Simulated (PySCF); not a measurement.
**[PH4]+ (phosphonium) at CCSD(T)/STO-6G**

What is the vertical ionisation energy of [PH4]+ (phosphonium) at CCSD(T)/STO-6G? The job is set up through a Python script.

The results are computed with PySCF 2.14.0.

15 further runs of the same task are left out: 2 that didn't finish, 13 set aside as unsound or not needed.

## (1) The system as given

[PH4]+ has 5 atoms, charge +1, and is taken as a singlet. As SMILES, `[PH4+]`. The shape is that of a GFN2-xTB optimisation.

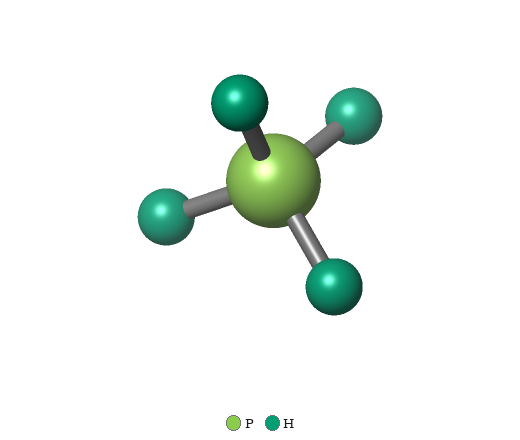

The structure, seen from a chosen angle (phosphorus green, hydrogen teal).

## (2) A single-point energy at CCSD(T)/STO-6G

File input.py:

```python
from pyscf import gto, cc

mol = gto.Mole()
mol.atom = '''
P       -0.000020       0.000000       0.000050
H        1.357460      -0.061330       0.210450
H       -0.617320      -1.016050       0.691010
H       -0.261860      -0.133750      -1.343340
H       -0.478250       1.211140       0.441830
'''
mol.basis = 'sto-6g'
mol.verbose = 4
mol.max_memory = 1860
mol.charge = 1
mol.build()

calc0 = mol.RHF()
calc0.conv_tol = 1e-10
calc0.kernel()
if not calc0.converged:
    calc0 = calc0.newton().run(calc0.mo_coeff, calc0.mo_occ)

mycc = cc.CCSD(calc0, frozen=5)
mycc.kernel()
e_t = mycc.ccsd_t()
etot = mycc.e_tot + e_t
print('Final energy', etot)
```

Started as:

```bash
$ OMP_NUM_THREADS=1 python input.py
```

The log of the run:

```text
PySCF version 2.14.0

[INPUT] num. atoms = 5
[INPUT] num. electrons = 18
[INPUT] charge = 1
[INPUT] spin (= nelec alpha-beta = 2S) = 0
[INPUT] symmetry False subgroup None
[INPUT] Mole.unit = angstrom
[INPUT] Symbol           X                Y                Z      unit          X                Y                Z       unit  Magmom
[INPUT]  1 P     -0.000020000000   0.000000000000   0.000050000000 AA   -0.000037794522   0.000000000000   0.000094486306 Bohr   0.0
[INPUT]  2 H      1.357460000000  -0.061330000000   0.210450000000 AA    2.565227625052  -0.115896903220   0.397692862915 Bohr   0.0
[INPUT]  3 H     -0.617320000000  -1.016050000000   0.691010000000 AA   -1.166565731217  -1.920056228864   1.305819649336 Bohr   0.0
[INPUT]  4 H     -0.261860000000  -0.133750000000  -1.343340000000 AA   -0.494843682979  -0.252750869161  -2.538544692173 Bohr   0.0
[INPUT]  5 H     -0.478250000000   1.211140000000   0.441830000000 AA   -0.903761519073   2.288722898506   0.834937693617 Bohr   0.0

nuclear repulsion = 24.5037951548301
number of shells = 9
number of NR pGTOs = 78
number of NR cGTOs = 13
basis = sto-6g
ecp = {}

******** <class 'pyscf.scf.hf.RHF'> ********
method = RHF
initial guess = minao
damping factor = 0
level_shift factor = 0
DIIS = <class 'pyscf.scf.diis.CDIIS'>
diis_start_cycle = 1
diis_space = 8
diis_damp = 0
SCF conv_tol = 1e-10
SCF conv_tol_grad = None
SCF max_cycles = 50
direct_scf = True
direct_scf_tol = 1e-13
Set gradient conv threshold to 1e-05
Initial guess from minao.
init E= -341.576372520738
  HOMO = -0.485470445045625  LUMO = 0.376381104968979  gap/eV = 23.45218
cycle= 1 E= -341.655101172166  delta_E= -0.0787  |g|= 0.133  |ddm|= 2.03
  HOMO = -0.847053160575516  LUMO = 0.161950594154452  gap/eV = 27.45639
cycle= 2 E= -341.662745461875  delta_E= -0.00764  |g|= 0.0171  |ddm|= 0.242
  HOMO = -0.831460454357484  LUMO = 0.17502354714586  gap/eV = 27.38782
cycle= 3 E= -341.662805311065  delta_E= -5.98e-05  |g|= 0.0023  |ddm|= 0.0195
  HOMO = -0.831276605415124  LUMO = 0.17560915324116  gap/eV = 27.39876
cycle= 4 E= -341.662807830543  delta_E= -2.52e-06  |g|= 0.000291  |ddm|= 0.00464
  HOMO = -0.831326396470157  LUMO = 0.175633930105239  gap/eV = 27.40079
cycle= 5 E= -341.662807871713  delta_E= -4.12e-08  |g|= 8.53e-07  |ddm|= 0.000671
  HOMO = -0.831327142025524  LUMO = 0.175634040560835  gap/eV = 27.40081
cycle= 6 E= -341.662807871712  delta_E= 3.41e-13  |g|= 3.22e-08  |ddm|= 9.8e-07
  HOMO = -0.831327147744553  LUMO = 0.175634027946445  gap/eV = 27.40081
Extra cycle  E= -341.662807871712  delta_E= 3.98e-13  |g|= 3.23e-09  |ddm|= 2.4e-08
converged SCF energy = -341.662807871712

******** <class 'pyscf.cc.ccsd.CCSD'> ********
CC2 = 0
CCSD nocc = 4, nmo = 8
frozen orbitals 5
max_cycle = 50
direct = 0
conv_tol = 1e-07
conv_tol_normt = 1e-05
diis_space = 6
diis_start_cycle = 0
diis_start_energy_diff = 1e+09
Init t2, MP2 energy = -341.709920441144  E_corr(MP2) -0.0471125694323535
Init E_corr(CCSD) = -0.0471125694323535
cycle = 1  E_corr(CCSD) = -0.062228965810654  dE = -0.0151163964  norm(t1,t2) = 0.040387
cycle = 2  E_corr(CCSD) = -0.0674962903718674  dE = -0.00526732456  norm(t1,t2) = 0.0148049
cycle = 3  E_corr(CCSD) = -0.0705632429716643  dE = -0.0030669526  norm(t1,t2) = 0.00572153
cycle = 4  E_corr(CCSD) = -0.0706047813598031  dE = -4.15383881e-05  norm(t1,t2) = 0.00071536
cycle = 5  E_corr(CCSD) = -0.0706066969851342  dE = -1.91562533e-06  norm(t1,t2) = 7.17344e-05
cycle = 6  E_corr(CCSD) = -0.0706055483445484  dE = 1.14864059e-06  norm(t1,t2) = 7.61198e-06
cycle = 7  E_corr(CCSD) = -0.0706060837435895  dE = -5.35399041e-07  norm(t1,t2) = 1.24245e-06
cycle = 8  E_corr(CCSD) = -0.0706060177203656  dE = 6.60232239e-08  norm(t1,t2) = 1.86713e-07
CCSD converged
E(CCSD) = -341.7334138894323  E_corr = -0.07060601772036564
CCSD(T) correction = -0.000287299497589552
Final energy -341.73370118892984
```

Wall time 0.76 s (1 thread of Arm Neoverse V1, shared host); peak memory 0.14 GiB.

## (3) Doublet [PH4]2+ at the same level

File input.py:

```python
from pyscf import gto, scf, cc

mol = gto.M(
    atom='''
P       -0.000020       0.000000       0.000050
H        1.357460      -0.061330       0.210450
H       -0.617320      -1.016050       0.691010
H       -0.261860      -0.133750      -1.343340
H       -0.478250       1.211140       0.441830
''',
    basis='sto-6g',
    charge=2,
    spin=1,
    max_memory=1860,
    verbose=4,
)

mf = scf.UHF(mol)
mf.conv_tol = 1e-10
mf.kernel()
if not mf.converged:
    mf = mf.newton().run(mf.mo_coeff, mf.mo_occ)

mycc = cc.CCSD(mf, frozen=5)
mycc.kernel()
e_t = mycc.ccsd_t()
energy = mycc.e_tot + e_t
print('Final energy', energy)
```

Started as:

```bash
$ OMP_NUM_THREADS=1 python input.py
```

The log of the run:

```text
PySCF version 2.14.0

[INPUT] num. atoms = 5
[INPUT] num. electrons = 17
[INPUT] charge = 2
[INPUT] spin (= nelec alpha-beta = 2S) = 1
[INPUT] symmetry False subgroup None
[INPUT] Mole.unit = angstrom
[INPUT] Symbol           X                Y                Z      unit          X                Y                Z       unit  Magmom
[INPUT]  1 P     -0.000020000000   0.000000000000   0.000050000000 AA   -0.000037794522   0.000000000000   0.000094486306 Bohr   0.0
[INPUT]  2 H      1.357460000000  -0.061330000000   0.210450000000 AA    2.565227625052  -0.115896903220   0.397692862915 Bohr   0.0
[INPUT]  3 H     -0.617320000000  -1.016050000000   0.691010000000 AA   -1.166565731217  -1.920056228864   1.305819649336 Bohr   0.0
[INPUT]  4 H     -0.261860000000  -0.133750000000  -1.343340000000 AA   -0.494843682979  -0.252750869161  -2.538544692173 Bohr   0.0
[INPUT]  5 H     -0.478250000000   1.211140000000   0.441830000000 AA   -0.903761519073   2.288722898506   0.834937693617 Bohr   0.0

nuclear repulsion = 24.5037951548301
number of shells = 9
number of NR pGTOs = 78
number of NR cGTOs = 13
basis = sto-6g
ecp = {}

[... 19 lines left out ...]
WARN: beta  nocc = 8  HOMO -0.485533979582671 >= LUMO -0.485470445045625
[... 118 lines left out ...]
converged SCF energy = -340.854485541404  <S^2> = 0.7752432  2S+1 = 2.0250859
[... 12 lines left out ...]
Init t2, MP2 energy = -0.0381781330290096
[... 26 lines left out ...]
UCCSD converged
[... 2 lines left out ...]
Final energy -340.9142428059762
```

It took 0.82 s on 1 thread of Arm Neoverse V1, shared host; peak memory 0.13 GiB.

## (4) What came out

At CCSD(T)/STO-6G, 5 core orbitals frozen:

| quantity | value |
| --- | --- |
| singlet [PH4]+: total energy | -341.73370 Eh |
| singlet [PH4]+: HOMO energy (Hartree–Fock orbitals) | -22.62 eV |
| singlet [PH4]+: LUMO energy (Hartree–Fock orbitals) | 4.78 eV |
| singlet [PH4]+: HOMO–LUMO gap (Hartree–Fock orbitals) | 27.40 eV |
| singlet [PH4]+: correlation energy (5 core orbitals frozen) | -70.9 mEh |
| singlet [PH4]+: (T) correction | -0.29 mEh |
| singlet [PH4]+: T1 diagnostic | 0.001 |
| doublet [PH4]2+: total energy | -340.91424 Eh |
| doublet [PH4]2+: HOMO energy (Hartree–Fock orbitals) (highest over α and β) | -31.01 eV |
| doublet [PH4]2+: LUMO energy (Hartree–Fock orbitals) (lowest over α and β) | -21.36 eV |
| doublet [PH4]2+: correlation energy (5 core orbitals frozen) | -59.8 mEh |
| doublet [PH4]2+: (T) correction | -0.43 mEh |
| doublet [PH4]2+: ⟨S²⟩ of the reference determinant | 0.775 |
| doublet [PH4]2+: T1 diagnostic | 0.012 |
| vertical ionisation energy (to the doublet dication) | 22.299 eV |

The vertical ionisation energy comes to 22.30 eV (514 kcal/mol). In a minimal basis such a difference can be off by several eV, whatever the method. The triples (singlet [PH4]+) make up 0.4 % of the correlation energy. The triples (doublet [PH4]2+) make up 0.7 % of the correlation energy.
